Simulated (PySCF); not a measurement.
C$_{2}$F$_{6}$O$_{3}$S (SMILES O=S(=O)(OC(F)(F)F)C(F)(F)F)

Input

```
{"job": {"kind": "nmr", "xc": "PBE0", "basis": "pcSseg-1"}, "charge": 0, "multiplicity": 1}
O      1.304130    -0.319030    -1.932169
S      0.622187     0.295726    -0.831561
O      0.161196     1.657858    -0.808012
O     -0.627697    -0.725507    -0.458132
C     -1.864458    -0.267444    -0.052989
F     -1.770680     0.477108     1.033566
F     -2.584417    -1.333588     0.210304
F     -2.446302     0.433927    -1.004173
C      1.632367    -0.014937     0.701398
F      1.928119    -1.291715     0.778543
F      2.731414     0.700768     0.590917
F      0.953059     0.358971     1.762776
```

Launched as:

```sh
OMP_NUM_THREADS=2 python probes_run.py task.json out
```

Geometry: PBE0-D3(BJ)/def2-SVP.

Level of theory: PBE0/pcSseg-1, SCF density, gas phase, non-relativistic (PySCF).

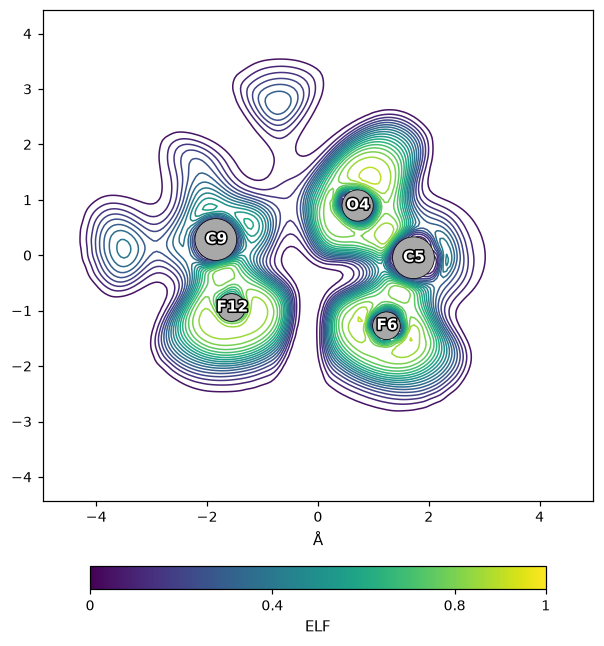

Figure 1. ELF on the plane of atoms O4, C5 and F6. Grey discs cover the atomic cores.

What do the fields say about this system?

Answer. The section cuts through O, C and F sites.
C–F (1.32 Å): the ELF peaks at about 0.85 between the atoms; a shared but strongly polarised pair.
C–O (1.38 Å): the ELF peaks at about 0.90 between the atoms (a polar covalent bond).
The ELF also peaks beside F6, F12 and O4, away from the bonds: lone-pair regions.

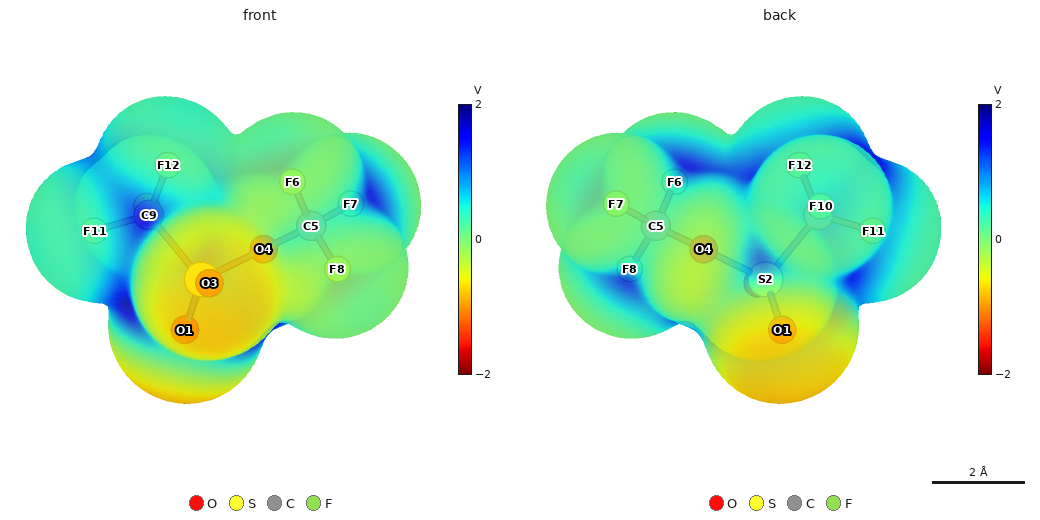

Figure 2. The electrostatic potential painted on the density surface at 0.002 e/bohr³, seen from the front and from behind; red is negative and blue positive.

Which sites attract a positive test charge, and which a negative one?

Answer. A positive charge is drawn to the negative regions and a negative charge to the positive ones. The most negative region (about −0.8 V) lies over O1 and O3, the most positive (about +1.8 V) over S2 and C9.

What dipole moment does the calculation give?

Answer. Its dipole moment is 1.58 D.

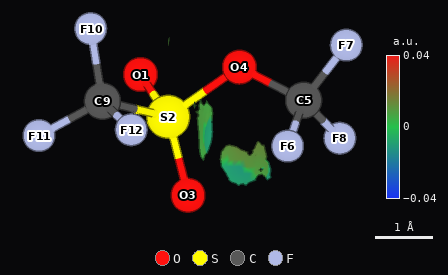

Figure 3. Non-covalent interaction (NCI) plot: the surface where the reduced density gradient is 0.5, for densities under 0.05 a.u., coloured by sign(λ₂)ρ; seen from one side.

Identify the weak interactions.

Answer.
- Between F8 and C5 on one side and O3 and S2 on the other: a weak contact, attractive (blue-green) on one side and crowded (olive to red) on the other
- Between F12 on one side and F6 on the other: a weak contact, attractive (blue-green) on one side and crowded (olive to red) on the other
